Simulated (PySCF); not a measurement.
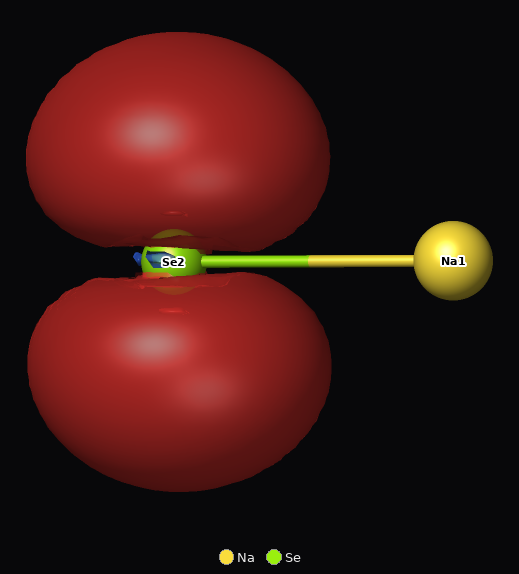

The picture shows: NaSe (doublet). Isosurfaces of the spin density at +0.015 (red) and −0.015 e/Å³ (blue), seen from one side.

All numbers below come from PBE0/pcseg-1, non-relativistic, at a bond length of 2.614 Å in PySCF 2.14.0.

Question: Where is the unpaired spin?

Answer: The unpaired spin (1 electron) lies mostly on Se2 (about 1.0), in electrons by Hirshfeld's partition.
